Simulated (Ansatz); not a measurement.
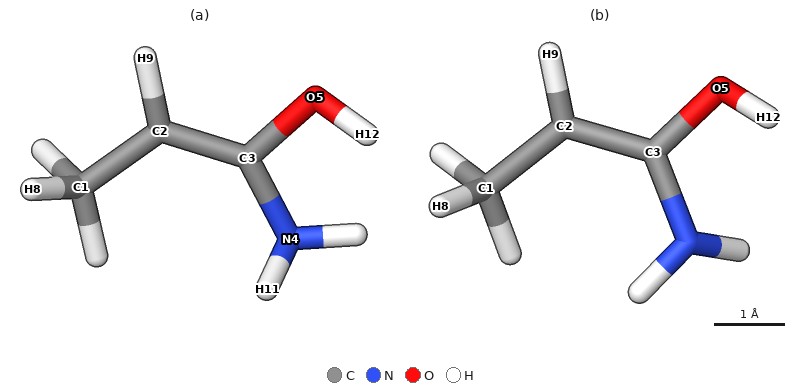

The structure of C3H7NO before (left) and after (right) a relaxation, at one scale.

A stick model, seen at a tilt.

The run prepares an end point of a later path (inversion) calculation, from a guessed geometry.

Computed with RKS CAM-B3LYP-D4/def2-SVP in Ansatz 0.2.0. (no spin polarisation; force threshold 0.015 eV/Å; at most 40 steps)

What changed between the two?

An H atom moves most after the best rigid fit: 0.51 Å. Largest moves by element: H 0.51 Å, N 0.46 Å, C 0.19 Å, O 0.18 Å. Near-neighbour distances that change, for instance: C–H 1.173 → 1.102 Å, H–N 0.951 → 1.018 Å, H–N 1.074 → 1.013 Å, C–H 1.051 → 1.104 Å. Among the angles between lasting bonds that change: C–N–H 104.6° → 114.4°, C–C–N 133.3° → 126.9°, N–C–O 107.9° → 112.4°. Over 21 accepted moves (24 points after the start) the energy falls by 0.904 eV. The largest force component goes from 5.2 to 0.0057 eV/Å. The line search rejected the trial steps at points 8, 18, 21 of the run.
